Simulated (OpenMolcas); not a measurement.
**Relativistic diatomic calculation for SiLi (part 2 of 2)**

The same run, continued: SiLi. Method: SA-CASSCF(5,8)/XMS-CASPT2 + RASSI spin-orbit (X2C scalar, AMFI), ANO-RCC-VTZP (OpenMolcas).

Log (extracts), continued:
```
++ Dipole transition strengths (spin-free states):
     for osc. strength at least  1.00000000E-05
      From   To        Osc. strength     Einstein coefficients Ax, Ay, Az (sec-1)    Total A (sec-1)
         1    8       2.30550164E-02  1.90789795E+06  3.27176544E+06  0.00000000E+00  5.17966339E+06
         1    9       2.30550224E-02  3.27176701E+06  1.90789838E+06  0.00000000E+00  5.17966540E+06
         1    2       7.58272727E-02  0.00000000E+00  0.00000000E+00  3.15100523E+07  3.15100523E+07
         1    6       1.87121950E-01  0.00000000E+00  0.00000000E+00  1.22980972E+08  1.22980972E+08
         1   10       5.26259059E-02  2.79677837E+07  1.36615913E+07  0.00000000E+00  4.16293750E+07
         1   11       5.26259094E-02  1.36615931E+07  2.79677859E+07  0.00000000E+00  4.16293790E+07
         1    7       2.24806713E-01  0.00000000E+00  0.00000000E+00  3.04586795E+08  3.04586795E+08
         1   12       1.72842490E-01  1.06106631E+07  2.73137608E+08  0.00000000E+00  2.83748271E+08
         1   13       1.72842495E-01  2.73137621E+08  1.06106650E+07  0.00000000E+00  2.83748286E+08
         1   14       9.68257520E-03  1.04960592E+07  1.68702236E+07  0.00000000E+00  2.73662828E+07
         1   15       9.68257787E-03  1.68702275E+07  1.04960631E+07  0.00000000E+00  2.73662907E+07
         8    2       3.28909796E-04  3.50931602E+03  6.06824269E+03  0.00000000E+00  9.57755872E+03
         8    3       7.43160102E-02  2.43624456E+06  4.18922132E+06  0.00000000E+00  6.62546588E+06
         8    4       7.44928341E-02  4.21920744E+06  2.45367483E+06  0.00000000E+00  6.67288226E+06
         8    5       8.09744639E-02  5.22965377E+06  3.02515817E+06  0.00000000E+00  8.25481194E+06
         8    6       6.41591585E-02  2.66090940E+06  4.61281145E+06  0.00000000E+00  7.27372085E+06
         8   11       1.82268188E-04  0.00000000E+00  0.00000000E+00  3.14543227E+04  3.14543227E+04
         8    7       1.08097554E-02  1.89589300E+06  3.25071582E+06  0.00000000E+00  5.14660882E+06
         8   12       1.42304586E-03  0.00000000E+00  0.00000000E+00  9.27407968E+05  9.27407968E+05
         8   13       3.40558363E-04  0.00000000E+00  0.00000000E+00  2.21944042E+05  2.21944042E+05
         8   15       1.26026846E-04  0.00000000E+00  0.00000000E+00  1.83658210E+05  1.83658210E+05
         9    2       3.28909764E-04  6.06824180E+03  3.50931251E+03  0.00000000E+00  9.57755431E+03
         9    3       7.43158058E-02  4.18921190E+06  2.43623439E+06  0.00000000E+00  6.62544629E+06
         9    4       7.44927476E-02  2.45367871E+06  4.21919444E+06  0.00000000E+00  6.67287315E+06
         9    5       8.09747072E-02  3.02516031E+06  5.22967484E+06  0.00000000E+00  8.25483516E+06
         9    6       6.41591986E-02  4.61281188E+06  2.66091219E+06  0.00000000E+00  7.27372407E+06
         9   10       1.82268098E-04  0.00000000E+00  0.00000000E+00  3.14543005E+04  3.14543005E+04
         9    7       1.08097542E-02  3.25071534E+06  1.89589244E+06  0.00000000E+00  5.14660778E+06
         9   12       3.40558286E-04  0.00000000E+00  0.00000000E+00  2.21943967E+05  2.21943967E+05
         9   13       1.42304535E-03  0.00000000E+00  0.00000000E+00  9.27407595E+05  9.27407595E+05
         9   14       1.26027129E-04  0.00000000E+00  0.00000000E+00  1.83658611E+05  1.83658611E+05
         2    6       2.83381788E-04  0.00000000E+00  0.00000000E+00  7.81464085E+03  7.81464085E+03
         2   10       1.13505969E-01  4.57115786E+06  2.22948656E+06  0.00000000E+00  6.80064442E+06
         2   11       1.13505965E-01  2.22948667E+06  4.57115825E+06  0.00000000E+00  6.80064492E+06
         2    7       2.73676465E-04  0.00000000E+00  0.00000000E+00  7.38207632E+04  7.38207632E+04
         2   12       3.13186186E-03  4.81159594E+04  1.22126083E+06  0.00000000E+00  1.26937679E+06
         2   13       3.13186272E-03  1.22126118E+06  4.81160144E+04  0.00000000E+00  1.26937719E+06
         2   14       1.25168934E-03  5.20584362E+05  8.24252915E+05  0.00000000E+00  1.34483728E+06
         2   15       1.25168899E-03  8.24252917E+05  5.20584003E+05  0.00000000E+00  1.34483692E+06
         3   10       7.03480135E-05  6.48132273E+02  3.12116202E+02  0.00000000E+00  9.60248475E+02
         3   11       7.03481368E-05  3.12116718E+02  6.48133653E+02  0.00000000E+00  9.60250371E+02
         3   12       6.27226980E-05  6.41076030E+02  1.55899668E+04  0.00000000E+00  1.62310428E+04
         3   13       6.27228440E-05  1.55900069E+04  6.41074561E+02  0.00000000E+00  1.62310815E+04
         3   14       2.57025596E-04  8.12925016E+04  1.30896057E+05  0.00000000E+00  2.12188558E+05
         3   15       2.57026216E-04  1.30896242E+05  8.12928331E+04  0.00000000E+00  2.12189075E+05
         4   10       6.99201681E-05  3.06455680E+02  6.36376954E+02  0.00000000E+00  9.42832635E+02
         4   11       6.99201611E-05  6.36377592E+02  3.06455160E+02  0.00000000E+00  9.42832752E+02
         4   12       6.26352575E-05  1.55247508E+04  6.38408220E+02  0.00000000E+00  1.61631590E+04
         4   13       6.26350385E-05  6.38376538E+02  1.55247269E+04  0.00000000E+00  1.61631034E+04
         4   14       2.56824993E-04  1.30589530E+05  8.11018740E+04  0.00000000E+00  2.11691404E+05
         4   15       2.56824860E-04  8.11021922E+04  1.30589106E+05  0.00000000E+00  2.11691298E+05
         5   10       1.53484423E-05  4.56786353E+01  9.61608983E+01  0.00000000E+00  1.41839534E+02
         5   11       1.53483489E-05  9.61601930E+01  4.56785158E+01  0.00000000E+00  1.41838709E+02
         5   14       3.66390130E-04  1.77634727E+05  1.11214100E+05  0.00000000E+00  2.88848827E+05
         5   15       3.66389317E-04  1.11213555E+05  1.77634636E+05  0.00000000E+00  2.88848192E+05
         6    7       2.68710746E-03  0.00000000E+00  0.00000000E+00  3.35409231E+05  3.35409231E+05
         6   12       8.99518833E-03  7.46717049E+04  1.91726194E+06  0.00000000E+00  1.99193364E+06
         6   13       8.99518802E-03  1.91726195E+06  7.46717400E+04  0.00000000E+00  1.99193369E+06
         6   14       5.26225359E-05  1.49160135E+04  2.49579384E+04  0.00000000E+00  3.98739519E+04
         6   15       5.26224560E-05  2.49579053E+04  1.49159870E+04  0.00000000E+00  3.98738922E+04
        10    7       4.17937686E-04  2.12424592E+04  1.02694942E+04  0.00000000E+00  3.15119535E+04
        10   12       9.27311055E-04  0.00000000E+00  0.00000000E+00  1.42396820E+05  1.42396820E+05
        10   13       4.79697838E-03  0.00000000E+00  0.00000000E+00  7.36618537E+05  7.36618537E+05
        10   14       7.43417171E-05  0.00000000E+00  0.00000000E+00  4.66044530E+04  4.66044530E+04
        11    7       4.17937901E-04  1.02694971E+04  2.12424696E+04  0.00000000E+00  3.15119667E+04
        11   12       4.79697620E-03  0.00000000E+00  0.00000000E+00  7.36618102E+05  7.36618102E+05
        11   13       9.27310825E-04  0.00000000E+00  0.00000000E+00  1.42396785E+05  1.42396785E+05
        11   15       7.43417600E-05  0.00000000E+00  0.00000000E+00  4.66044794E+04  4.66044794E+04
         7   12       1.73707023E-02  8.93042919E+03  2.29986994E+05  0.00000000E+00  2.38917423E+05
         7   13       1.73707050E-02  2.29987081E+05  8.93043589E+03  0.00000000E+00  2.38917517E+05
         7   14       7.28701431E-03  7.48980079E+05  1.20010624E+06  0.00000000E+00  1.94908632E+06
         7   15       7.28701304E-03  1.20010611E+06  7.48979944E+05  0.00000000E+00  1.94908605E+06
        12   14       3.88595933E-04  0.00000000E+00  0.00000000E+00  6.21446298E+04  6.21446298E+04
        12   15       5.72564795E-04  0.00000000E+00  0.00000000E+00  9.15651089E+04  9.15651089E+04
        13   14       5.72565474E-04  0.00000000E+00  0.00000000E+00  9.15652067E+04  9.15652067E+04
        13   15       3.88596298E-04  0.00000000E+00  0.00000000E+00  6.21446869E+04  6.21446869E+04
 Electric-quadrupole - electric-quadrupole not included
 Electric-dipole - electric-octupole not included
 Electric-dipole - magnetic-quadrupole not included
   Eigenvalues of complex Hamiltonian:
  (Shifted by EMIN (a.u.) =       -297.0692543053)
 SO State       Relative EMIN(au)   Rel lowest level(eV)    D:o, cm**(-1)      Omega
     1            -0.0000003149        0.0000000000              0.0000         0.5
     2            -0.0000003149        0.0000000000              0.0000         0.5
     3            -0.0000003076        0.0000002000              0.0016         1.5
     4            -0.0000003076        0.0000002000              0.0016         1.5
     5             0.0833331987        2.2676204262          18289.5922         0.5
     6             0.0833331987        2.2676204262          18289.5922         0.5
     7             0.0835231639        2.2727896426          18331.2847         0.5
     8             0.0835231639        2.2727896426          18331.2847         0.5
     9             0.0837141178        2.2779857638          18373.1943         1.5
    10             0.0837141178        2.2779857638          18373.1943         1.5
    11             0.0839061493        2.2832112084          18415.3403         2.5
    12             0.0839061493        2.2832112084          18415.3403         2.5
    13             0.1137266898        3.0946694534          24960.1924         1.5
    14             0.1137266898        3.0946694534          24960.1924         1.5
    15             0.1137288558        3.0947283924          24960.6678         0.5
    16             0.1137288558        3.0947283924          24960.6678         0.5
    17             0.1360436044        3.7019436343          29858.1890         0.6
    18             0.1360436044        3.7019436343          29858.1890         0.6
    19             0.1362359777        3.7071783792          29900.4101         1.6
    20             0.1362359777        3.7071783792          29900.4101         1.6
    21             0.1364764953        3.7137231971          29953.1976         2.4
    22             0.1364764953        3.7137231971          29953.1976         2.4
    23             0.1366720719        3.7190451084          29996.1217         3.5
    24             0.1366720719        3.7190451084          29996.1217         3.5
    25             0.1399310352        3.8077260174          30711.3815         1.5
    26             0.1399310352        3.8077260174          30711.3815         1.5
    27             0.1399432675        3.8080588735          30714.0662         0.5
    28             0.1399432675        3.8080588735          30714.0662         0.5
    29             0.1430197932        3.8917754037          31389.2855         0.5
    30             0.1430197932        3.8917754037          31389.2855         0.5
    31             0.1430361233        3.8922197671          31392.8695         1.5
    32             0.1430361233        3.8922197671          31392.8695         1.5
    33             0.1568992887        4.2694557162          34435.4827         0.5
    34             0.1568992887        4.2694557162          34435.4827         0.5
    35             0.1569102936        4.2697551744          34437.8980         0.5
    36             0.1569102936        4.2697551744          34437.8980         0.5
    37             0.1569177711        4.2699586493          34439.5391         1.5
    38             0.1569177711        4.2699586493          34439.5391         1.5
    39             0.1569217407        4.2700666665          34440.4103         2.5
    40             0.1569217407        4.2700666665          34440.4103         2.5
    41             0.2053491617        5.5878439247          45069.0007         0.5
    42             0.2053491617        5.5878439247          45069.0007         0.5
    43             0.2053499035        5.5878641104          45069.1635         1.5
    44             0.2053499035        5.5878641104          45069.1635         1.5
    45             0.2258998809        6.1470574826          49579.3622         2.5
    46             0.2258998809        6.1470574826          49579.3622         2.5
    47             0.2259939563        6.1496174039          49600.0094         1.5
    48             0.2259939563        6.1496174039          49600.0094         1.5
    49             0.2260876475        6.1521668720          49620.5722         0.5
    50             0.2260876475        6.1521668720          49620.5722         0.5
    51             0.2261809766        6.1547064853          49641.0556         0.5
    52
```

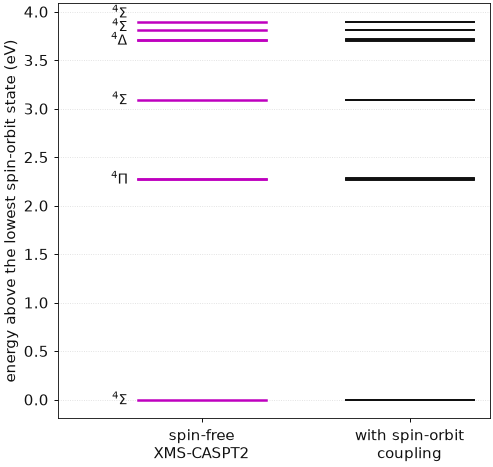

Figure 2. States up to 4 eV at 2.367 Å, without spin-orbit coupling (left, a colour for each spin multiplicity) and with it (right, where close levels merge). The spin-free states run ⁴Σ (0.00 eV), ⁴Π (2.28 eV), ⁴Σ (3.09 eV), ⁴Δ (3.71 eV), ⁴Σ (3.81 eV), ⁴Σ (3.89 eV) from the lowest. The lowest spin-orbit levels have |Ω| = 1/2 (0 cm⁻¹), 3/2 (0 cm⁻¹), 1/2 (18,290 cm⁻¹), 1/2 (18,331 cm⁻¹), 3/2 (18,373 cm⁻¹).

Results in brief:

- outcome: converged; components of a degenerate state are split by 28 cm⁻¹
- lowest spin-free state: ⁴Σ
- lowest spin-orbit level: Ω = 1/2, −297.06925 hartree
- next level: Ω = 3/2, 0 cm⁻¹
- hardware: 1 thread of Arm Neoverse V1, 24 GiB of memory available, shared host
- wall time: 32 s

Notes:

Limits: the two components of ⁴Δ at 3.71 eV, degenerate in CASSCF as they must be, are split by 28 cm⁻¹ in XMS-CASPT2, an artefact that passes into its spin-orbit levels; 6 of the 66 spin-orbit states have no clean Ω, so their splittings aren't to be trusted.
